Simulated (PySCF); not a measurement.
# What a change does: excited-state calculation on C2H4Cl2O2Si

System: C2H4Cl2O2Si.
Method of run A: TDDFT PBE0/def2-SVP, vertical, gas phase, core orbitals frozen in the response (PySCF 2.14.0).

The geometry comes from this level: PBE0-D3(BJ)/def2-SVP. Text and figures count atoms from 1; the logs count them from 0 in places.

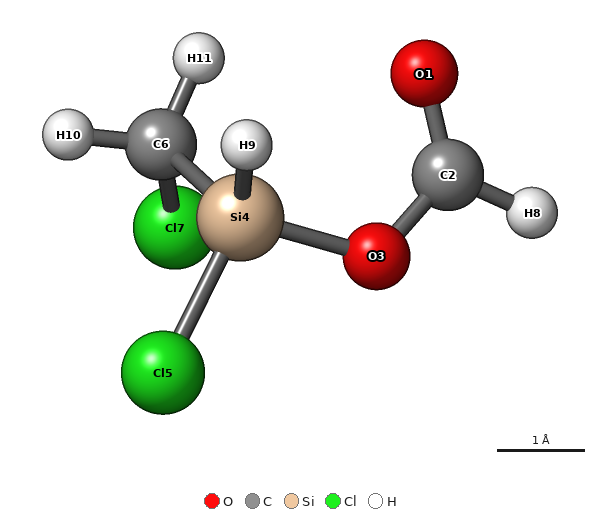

Fig. 1: The structure as given in the input (ball-and-stick view, seen at a tilt; atoms are numbered from 1 in the order of the input). Bond lengths as drawn: Cl–Si 2.05 Å, C–Cl 1.79 Å, C–H 1.10 to 1.11 Å, C–O 1.20 to 1.33 Å, C–Si 1.87 Å, H–Si 1.48 Å and O–Si 1.71 Å.

The input, run A:
```
{"job": {"kind": "uv", "xc": "PBE0", "basis": "def2-SVP"}, "charge": 0, "multiplicity": 1}
O      1.858121     0.390217     0.977857
C      1.986416    -0.093927    -0.112550
O      1.022857    -0.744699    -0.758326
Si    -0.522685    -0.862593    -0.041856
Cl    -1.651018    -1.790161    -1.477215
C     -1.205105     0.844316     0.317253
Cl    -1.023753     1.890891    -1.117425
H      2.920496    -0.062496    -0.709150
H     -0.460863    -1.725131     1.161670
H     -2.270085     0.798490     0.588958
H     -0.642360     1.295385     1.147367
```

The first line tells a small driver script what to run in PySCF; the rest is the geometry in Å.

Launched with:
```bash
OMP_NUM_THREADS=1 python <driver script> task.json out
```

Hardware: 1 CPU thread, shared host.

Output (run A):
```
coarse grid: 11696 points
cycle   1  E = -1437.5005757754  dE =  9.316e-01  |g| = 9.050e-01  |ddm| = 3.498e+00
cycle   2  E = -1437.1925458310  dE =  3.080e-01  |g| = 1.551e+00  |ddm| = 1.984e+00
cycle   3  E = -1437.6530308307  dE = -4.605e-01  |g| = 2.612e-01  |ddm| = 1.337e+00
cycle   4  E = -1437.6655717846  dE = -1.254e-02  |g| = 8.027e-02  |ddm| = 2.470e-01
cycle   5  E = -1437.6666910404  dE = -1.119e-03  |g| = 1.842e-02  |ddm| = 6.444e-02
cycle   6  E = -1437.6667717638  dE = -8.072e-05  |g| = 3.999e-03  |ddm| = 2.468e-02
cycle   7  E = -1437.6667758220  dE = -4.058e-06  |g| = 9.259e-04  |ddm| = 5.242e-03
final grid: 101744 points
cycle   8  E = -1437.8355341178  dE = -5.680e-06  |g| = 1.062e-02  |ddm| = 1.944e-02
cycle   9  E = -1437.8354984229  dE =  3.569e-05  |g| = 1.733e-02  |ddm| = 1.969e-02
cycle  10  E = -1437.8355553140  dE = -5.689e-05  |g| = 2.018e-03  |ddm| = 1.253e-02
cycle  11  E = -1437.8355561136  dE = -7.997e-07  |g| = 3.086e-04  |ddm| = 1.638e-03
cycle  12  E = -1437.8355561332  dE = -1.958e-08  |g| = 4.969e-05  |ddm| = 3.536e-04
cycle  13  E = -1437.8355561337  dE = -5.516e-10  |g| = 2.099e-05  |ddm| = 7.355e-05
converged SCF energy = -1437.8355561337

Static polarisability (au): isotropic 62.030, principal 56.594 60.913 68.585

Singlet excitations
state   eV       nm        f      main configurations
  1   5.8201    213.0   0.00073   H-1->L 0.48, H-2->L 0.48
  2   6.8494    181.0   0.00930   H->L+1 0.50, H->L 0.48
  3   6.8710    180.4   0.01198   H->L 0.52, H->L+1 0.47
  4   7.1475    173.5   0.00008   H-1->L+1 0.65, H-2->L+1 0.31
  5   7.2567    170.9   0.00088   H-1->L 0.50, H-2->L 0.49
  6   7.7089    160.8   0.00486   H-2->L+1 0.66, H-1->L+1 0.32
  7   7.9001    156.9   0.00506   H->L+2 0.78, H-3->L 0.10
  8   7.9353    156.2   0.00675   H-3->L 0.63, H->L+2 0.16
  9   8.1317    152.5   0.01028   H-1->L+2 0.33, H-5->L 0.30, H-2->L+2 0.26
 10   8.1712    151.7   0.00512   H-3->L+1 0.90

Triplet excitations (Tamm-Dancoff, eV): 5.2145 6.0567 6.0654 6.4054
```

Run B used a changed input.

The two runs side by side:

| quantity | run A | run B |
| --- | --- | --- |
| outcome | converged | converged |
| total energy (hartree) | −1437.835556 | −1438.430695 |
| HOMO (eV) | −8.30 | −8.48 |
| LUMO (eV) | −0.40 | −0.72 |
| dipole moment (D) | 1.08 | 1.09 |
| lowest excitation (eV) | 5.82 | 5.75 |
| SCF iterations | 13 | 13 |
| strongest computed line (eV) | 6.87 | 7.61 |
| basis functions | 130 | 209 |
| wall time (shared host) | 19 s | 44 s |

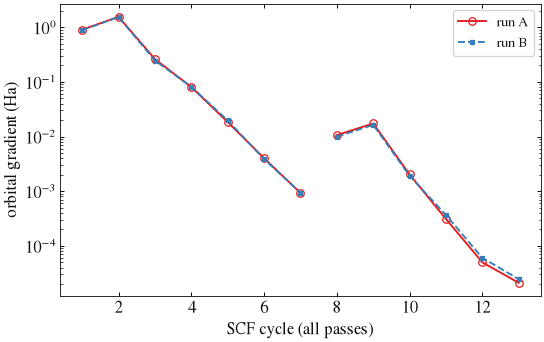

Fig. 2: Convergence of the two runs: orbital gradient against the SCF cycle. A break in a curve parts two SCF passes (coarse and final grid). Run A takes 13 cycles in all, and run B takes 13.

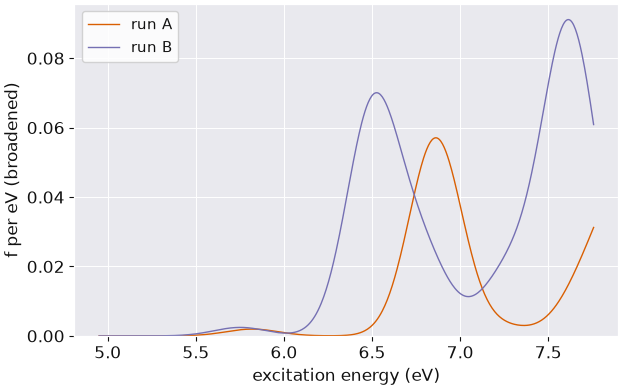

Fig. 3: Absorption of the two runs from their computed states, each broadened by a Gaussian of 0.35 eV full width; the range ends where the shorter list of states ends.

Which change of the input explains these differences?

The change (lines with − go, lines with + come):
```diff
-"basis": "def2-SVP"
+"basis": "aug-cc-pVDZ"
```

The total energy of run B is 373.5 kcal/mol lower, which measures the change of basis and not a stability. The HOMO goes from −8.30 to −8.48 eV. The LUMO goes from −0.40 to −0.72 eV. The lowest excitation goes from 5.82 to 5.75 eV. The strongest computed line goes from 6.87 to 7.61 eV. Diffuse functions give room to the loosely bound empty orbitals, which lowers the LUMO. The number of SCF iterations is the same. The basis functions go from 130 to 209.

Output (run B):
```
coarse grid: 11696 points
cycle   1  E = -1438.2499499215  dE =  1.025e+00  |g| = 8.835e-01  |ddm| = 6.979e+00
cycle   2  E = -1437.9466988891  dE =  3.033e-01  |g| = 1.536e+00  |ddm| = 3.050e+00
cycle   3  E = -1438.3953042436  dE = -4.486e-01  |g| = 2.460e-01  |ddm| = 1.851e+00
cycle   4  E = -1438.4061917122  dE = -1.089e-02  |g| = 8.109e-02  |ddm| = 3.703e-01
cycle   5  E = -1438.4073234124  dE = -1.132e-03  |g| = 1.967e-02  |ddm| = 1.229e-01
cycle   6  E = -1438.4074182789  dE = -9.487e-05  |g| = 3.847e-03  |ddm| = 4.695e-02
cycle   7  E = -1438.4074221764  dE = -3.897e-06  |g| = 9.374e-04  |ddm| = 7.886e-03
final grid: 101744 points
cycle   8  E = -1438.4306759029  dE = -6.468e-06  |g| = 9.911e-03  |ddm| = 9.306e-02
cycle   9  E = -1438.4306437570  dE =  3.215e-05  |g| = 1.633e-02  |ddm| = 3.324e-02
cycle  10  E = -1438.4306947285  dE = -5.097e-05  |g| = 1.907e-03  |ddm| = 1.963e-02
cycle  11  E = -1438.4306954348  dE = -7.063e-07  |g| = 3.647e-04  |ddm| = 2.561e-03
cycle  12  E = -1438.4306954623  dE = -2.749e-08  |g| = 6.008e-05  |ddm| = 6.212e-04
cycle  13  E = -1438.4306954631  dE = -7.967e-10  |g| = 2.454e-05  |ddm| = 1.630e-04
converged SCF energy = -1438.4306954631

Static polarisability (au): isotropic 81.448, principal 74.944 80.235 89.165

Singlet excitations
state   eV       nm        f      main configurations
  1   5.7518    215.6   0.00091   H-1->L 0.72, H-2->L 0.18
  2   6.5044    190.6   0.02418   H->L+1 0.88
  3   6.7502    183.7   0.00565   H->L 0.92
  4   6.8350    181.4   0.00316   H-2->L+1 0.49, H-1->L+1 0.37
  5   7.1816    172.6   0.00048   H-2->L 0.73, H-1->L 0.18
  6   7.2626    170.7   0.00520   H-1->L+1 0.53, H-2->L+1 0.42
  7   7.4081    167.4   0.00220   H->L+2 0.88
  8   7.6065    163.0   0.02711   H->L+3 0.67, H->L+4 0.15
  9   7.6940    161.1   0.00594   H-3->L 0.39, H-3->L+1 0.21, H-1->L+3 0.14
 10   7.7574    159.8   0.00091   H-1->L+3 0.42, H-3->L+1 0.34

Triplet excitations (Tamm-Dancoff, eV): 5.1841 5.8458 6.0308 6.2065
```
